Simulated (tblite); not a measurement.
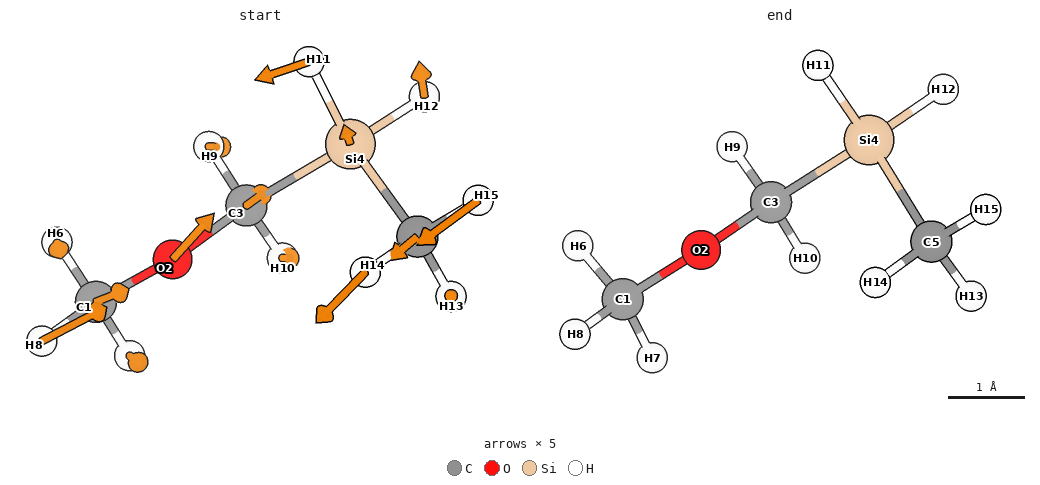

The structure of C3H10OSi before (left) and after (right) a relaxation, at one scale. The orange arrows give the displacements, magnified 5 times.

Style: ball-and-stick. Shown at a tilt.

Method: GFN2-xTB geometry optimisation, gas phase (tblite 0.8.0). 

> Summarise the run.

H8 moves most after the best rigid fit: 0.31 Å. Largest moves by element: H 0.31 Å, O 0.18 Å, C 0.15 Å, Si 0.06 Å. Near-neighbour distances that change, for instance: Si4–C5 1.839 → 1.896 Å, C1–O2 1.438 → 1.401 Å, Si4–H12 1.501 → 1.472 Å, O2–C3 1.439 → 1.414 Å. Among the angles between lasting bonds that change: O2–C3–Si4 114.5° → 106.0°, Si4–C3–H10 107.4° → 112.3°, Si4–C3–H9 108.1° → 111.9°. After 73 geometry steps the energy has fallen by 0.148 eV.
